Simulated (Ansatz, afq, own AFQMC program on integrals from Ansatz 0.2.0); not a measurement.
# Ge₂H₃ (doublet): quantum Monte Carlo beside coupled cluster at distance Ge1–Ge2 = 3.095 Å, cc-pVDZ, part 2 of 2

Ansatz 0.2.0, Gaussian basis, and an in-house AFQMC program (afq) on its integrals; all values are calculated; cc-pVDZ, frozen cores. Earlier steps stand in the parts before.

## 9. Phaseless AFQMC, CISD trial on ROHF

It reads the integrals that the CCSD(T) run on this determinant wrote.

The run is started by

```console
afq ham --method phaseless --trial cisd --walkers 60 --populations 1 --least-time 40 --time-step 0.005 --steps-per-block 50 --equilibration-blocks 28 --max-blocks 300 --target-error 0.0004 --factor-cut 1e-05 --start spin_pure --seed 2308 --release-times 0.24,0.51,0.99,1.62,2.4 --release-step 0.03 --release-every 4 --taylor-order 6
```

Output:

```text
orbitals 41  electrons 6 5  factors 320 of 784
reference energy -4152.34213058 Eh
CCSD correlation -0.20214859 Eh in 15 cycles, weight of the determinant in the CISD state 0.8514
energy of the start -4152.544274 Eh
 block  time / (1/Eh)  mean weight  energy / Eh
     1     0.250  0.9999  -4152.540597
     2     0.500  0.9991  -4152.540798
     3     0.750  0.9984  -4152.541072
     4     1.000  1.0027  -4152.542559
     5     1.250  0.9972  -4152.546732
     6     1.500  0.9995  -4152.547944
     7     1.750  0.9998  -4152.546596
     8     2.000  0.9995  -4152.545430
     9     2.250  0.9992  -4152.547831
    10     2.500  1.0004  -4152.546969
    11     2.750  1.0007  -4152.544570
    16     4.000  0.9985  -4152.547917
    21     5.250  0.9987  -4152.547548
    26     6.500  1.0023  -4152.548067
    31     7.750  0.9993  -4152.551540
    36     9.000  0.9999  -4152.554452
    41    10.250  1.0000  -4152.551011
    46    11.500  0.9991  -4152.550651
    51    12.750  1.0017  -4152.547155
    56    14.000  1.0007  -4152.546737
    61    15.250  0.9992  -4152.549826
    66    16.500  0.9975  -4152.552047
    71    17.750  1.0006  -4152.546518
    76    19.000  1.0014  -4152.553965
    81    20.250  0.9994  -4152.547469
    86    21.500  1.0015  -4152.547231
    91    22.750  0.9990  -4152.555036
    96    24.000  1.0007  -4152.547523
   101    25.250  0.9975  -4152.553931
   106    26.500  0.9980  -4152.550182
   111    27.750  1.0001  -4152.553869
   116    29.000  1.0027  -4152.549138
   121    30.250  0.9985  -4152.549814
   126    31.500  0.9975  -4152.557138
   131    32.750  1.0005  -4152.550035
   136    34.000  1.0022  -4152.545610
   141    35.250  1.0002  -4152.547190
   146    36.500  1.0003  -4152.548221
   151    37.750  0.9998  -4152.549209
   156    39.000  1.0004  -4152.548277
   161    40.250  0.9983  -4152.551556
   166    41.500  1.0007  -4152.550698
   171    42.750  0.9997  -4152.550390
   176    44.000  0.9989  -4152.551833
   181    45.250  0.9989  -4152.555076
   186    46.500  1.0005  -4152.553848
   191    47.750  1.0007  -4152.545548
   196    49.000  1.0005  -4152.548248
   201    50.250  0.9985  -4152.548978
   206    51.500  0.9998  -4152.552044
   211    52.750  0.9966  -4152.546388
   216    54.000  0.9958  -4152.550154
   221    55.250  0.9989  -4152.547511
   226    56.500  1.0008  -4152.548814
blocks merged  error / Eh  count
     1  0.000220  200
     2  0.000288  100
     4  0.000345  50
     8  0.000387  25
    16  0.000307  12
released: time / (1/Eh)  energy / Eh  error  mean overlap
  0.24  -4152.550372  0.000381  1.0103
  0.51  -4152.550875  0.000368  1.0103
  0.99  -4152.551273  0.000353  1.0044
  1.62  -4152.551029  0.000412  1.0159
  2.40  -4152.551455  0.000496  1.0008
energy -4152.550557 +/- 0.000387 Eh
```

Wall time 6.4 min (1 thread of Arm Neoverse V2, shared host).

Energy -112996.6571 ± 0.0105 eV. Caveats: constraint bias not in the error.

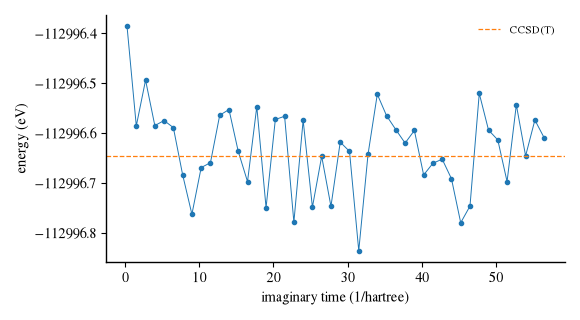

Block energies along the walk.

## 10. CCSD(T) on UHF

in.yaml

```yaml
crystal:
  periodic: [false, false, false]
  atoms:
    - {symbol: Ge, position_ang: [-0.002062, 0.000001, 1.504299]}
    - {symbol: Ge, position_ang: [-0.001306, -0.000001, -1.590701]}
    - {symbol: H, position_ang: [1.500160, -0.000013, 1.884957]}
    - {symbol: H, position_ang: [-0.628720, 1.243483, 2.170944]}
    - {symbol: H, position_ang: [-0.628743, -1.243469, 2.170945]}
basis:
  gaussian: {orbitals: cc-pVDZ}
magnetization: {spin_polarized: true, initial_magnetization: 1}
correlation: {method: ccsd_t, electrons: outside_noble_gas, hamiltonian_folder: ham}
```

The run is started by

```console
ansatz run in.yaml --threads 1 --pin off --events-out ev --progress --plain --max-ram 1382MiB
```

Output, cut to the lines that bear on the results:

```text
Functional definition: HF
  name "HF"
  cite "Fock, Z. Phys. 61, 126 (1930) doi:10.1007/BF01340294"
  parent pbe
[...]
784 factors; integrals over basis functions are off by at most 1.0e-3 eV
[...]
mean field -112991.12436209 eV, -4152.3472321718 hartree, gradient 3.0e-6 eV, S^2 0.929810; 22 other end points of the search recorded, 0 dependent functions left out
determinant -112991.12436209 eV, -4152.3472321718 hartree, with singles and doubles -112996.48842984 eV, -4152.5443580258 hartree
determinant -112991.11044850 eV, -4152.3467208570 hartree, with singles and doubles -112996.47410883 eV, -4152.5438317383 hartree
determinant -112990.50571149 eV, -4152.3244971816 hartree, with singles and doubles -112995.34619677 eV, -4152.5023817346 hartree
determinant -112990.23961154 eV, -4152.3147181888 hartree, with singles and doubles -112995.14727923 eV, -4152.4950716499 hartree
[...]
determinant -112988.76682439 eV, -4152.2605942593 hartree, with singles and doubles -112993.59275304 eV, -4152.4379438663 hartree
determinant -112988.39003683 eV, -4152.2467475719 hartree, with singles and doubles -112993.82243994 eV, -4152.4463847043 hartree
determinant -112991.12436209 eV, -4152.3472321718 hartree, with singles and doubles -112996.49055118 eV, -4152.5444359836 hartree
determinant -112991.11044850 eV, -4152.3467208570 hartree, with singles and doubles -112996.47613857 eV, -4152.5439063299 hartree
28 core orbitals not correlated: weight in the atoms' cores, before any rotation towards them, 0.999 or more for the frozen orbitals, at most 0.000 for the correlated occupied ones
reference -112991.12436209 eV, -4152.3472321718 hartree; 6, 5 occupied and 35, 36 virtual orbitals, 784 factors
second order -4.11572911 eV of doubles, -0.00000000 eV of singles
cycle   1  -5.36618686 eV  change    2.2e-6 eV  update   3.6e-6
perturbative correction -0.15285277 eV, -0.0056172357 hartree
Total energy: -112996.64340171 eV, -4152.5500531372 hartree
```

Run time: 48 s. Hardware: 1 thread of Arm Neoverse V2, shared host.

From the report: ⟨S²⟩ of the determinant 0.930 (pure doublet: 0.75); correlation -5.5190 eV; T1 0.037; largest double amplitude 0.15.

This run also writes the integrals to the folder ham.

## 11. Phaseless AFQMC, CISD trial on UHF

It reads the integrals that the CCSD(T) run on this determinant wrote.

The run is started by

```console
afq ham --method phaseless --trial cisd --walkers 60 --populations 1 --least-time 40 --time-step 0.005 --steps-per-block 50 --equilibration-blocks 28 --max-blocks 300 --target-error 0.0004 --factor-cut 1e-05 --start spin_pure --seed 2308 --release-times 0.24,0.51,0.99,1.62,2.4 --release-step 0.03 --release-every 4 --taylor-order 6
```

Output:

```text
orbitals 41  electrons 6 5  factors 321 of 784
reference energy -4152.34723217 Eh
CCSD correlation -0.19720324 Eh in 17 cycles, weight of the determinant in the CISD state 0.8320
energy of the start -4152.536390 Eh
 block  time / (1/Eh)  mean weight  energy / Eh
     1     0.250  1.0013  -4152.536820
     2     0.500  0.9991  -4152.539085
     3     0.750  1.0001  -4152.541173
     4     1.000  1.0021  -4152.543962
     5     1.250  0.9991  -4152.543184
     6     1.500  1.0012  -4152.545653
     7     1.750  1.0016  -4152.547078
     8     2.000  0.9980  -4152.546783
     9     2.250  1.0008  -4152.545047
    10     2.500  0.9988  -4152.546111
    17     4.250  1.0017  -4152.549583
    25     6.250  0.9998  -4152.554142
    33     8.250  0.9992  -4152.555609
    41    10.250  1.0022  -4152.550590
    49    12.250  1.0019  -4152.549422
    57    14.250  1.0021  -4152.554507
    65    16.250  0.9990  -4152.567120
    73    18.250  0.9989  -4152.553863
    81    20.250  0.9999  -4152.554479
    89    22.250  1.0001  -4152.549630
    97    24.250  0.9994  -4152.552489
   105    26.250  1.0011  -4152.559679
   113    28.250  1.0014  -4152.555256
   121    30.250  1.0014  -4152.553289
   129    32.250  1.0002  -4152.550590
   137    34.250  1.0011  -4152.553231
   145    36.250  0.9988  -4152.554245
   153    38.250  1.0004  -4152.548262
   161    40.250  1.0022  -4152.547462
   169    42.250  1.0006  -4152.547729
   177    44.250  0.9993  -4152.552781
   185    46.250  1.0002  -4152.552266
   193    48.250  1.0018  -4152.549246
   201    50.250  0.9990  -4152.553213
   209    52.250  0.9989  -4152.555002
   217    54.250  0.9983  -4152.550273
   225    56.250  0.9998  -4152.547496
   233    58.250  0.9990  -4152.555368
   241    60.250  1.0015  -4152.549869
   249    62.250  1.0000  -4152.547790
   257    64.250  0.9998  -4152.550172
   265    66.250  0.9998  -4152.546215
   273    68.250  1.0008  -4152.552640
   281    70.250  0.9990  -4152.553134
   289    72.250  1.0024  -4152.550143
   297    74.250  1.0000  -4152.549533
   305    76.250  0.9994  -4152.554876
   313    78.250  1.0009  -4152.551006
   321    80.250  1.0001  -4152.550912
blocks merged  error / Eh  count
     1  0.000203  300
     2  0.000253  150
     4  0.000306  75
     8  0.000395  37
    16  0.000442  18
    32  0.000438  9
released: time / (1/Eh)  energy / Eh  error  mean overlap
  0.24  -4152.551883  0.000518  1.0028
  0.51  -4152.552137  0.000553  1.0042
  0.99  -4152.551822  0.000420  1.0074
  1.62  -4152.551981  0.000421  1.0157
  2.40  -4152.552083  0.000676  1.0216
energy -4152.552223 +/- 0.000442 Eh
```

It took 9.8 min on 1 thread of Arm Neoverse V2, shared host.

Energy -112996.7025 ± 0.0120 eV. Caveats: constraint bias not in the error.

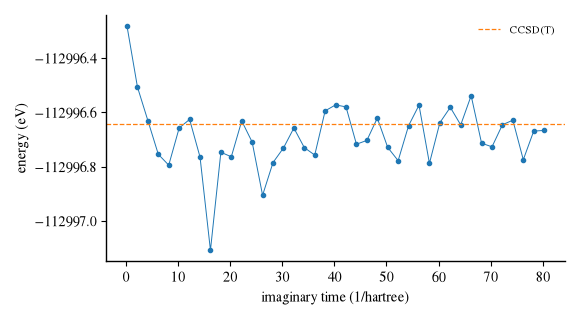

Block energies along the walk.

## 12. All levels side by side

On the ROHF determinant, counted from CCSD(T) (a yardstick, not exact):

| level | energy (eV) | from CCSD(T) (kJ/mol) | statistical error (kJ/mol) | time |
| --- | --- | --- | --- | --- |
| HF | -112990.9855 | +546.1 |  |  |
| MP2 | -112995.3054 | +129.3 |  |  |
| CCSD | -112996.4863 | +15.4 |  |  |
| CCSD(T) | -112996.6459 | 0.0 |  |  |
| Phaseless AFQMC, CISD trial, step 0.005, 60 walkers | -112996.6571 | -1.1 | 1.0 | 6.4 min |

On the UHF determinant, counted from CCSD(T) (a yardstick, not exact):

| level | energy (eV) | from CCSD(T) (kJ/mol) | statistical error (kJ/mol) | time |
| --- | --- | --- | --- | --- |
| HF | -112991.1244 | +532.5 |  |  |
| MP2 | -112995.2401 | +135.4 |  |  |
| CCSD | -112996.4905 | +14.7 |  |  |
| CCSD(T) | -112996.6434 | 0.0 |  |  |
| Phaseless AFQMC, CISD trial, step 0.005, 60 walkers | -112996.7025 | -5.7 | 1.2 | 9.8 min |

The functionals' totals stand on their own zeros and serve differences with other points: PBE -113063.940 eV; r2SCAN -113080.441 eV; PBE0 -113066.892 eV; B3LYP -113083.976 eV; wB97M-V -113074.563 eV; B2PLYP -113058.334 eV.

## 13. Results

This closing draws on all 2 parts.

```
                                        quantity              value
Phaseless AFQMC, CISD trial on ROHF from CCSD(T)  -1.1 ± 1.0 kJ/mol
 Phaseless AFQMC, CISD trial on UHF from CCSD(T)  -5.7 ± 1.2 kJ/mol
```

In words: On ROHF the phaseless walk with the CISD trial lies -1.1 kJ/mol from CCSD(T), within three error bars. On UHF the phaseless walk with the CISD trial lies -5.7 kJ/mol from CCSD(T), 5 times its error bar. Error bars are statistical and leave out the constraint, the time step and what remains of the start.
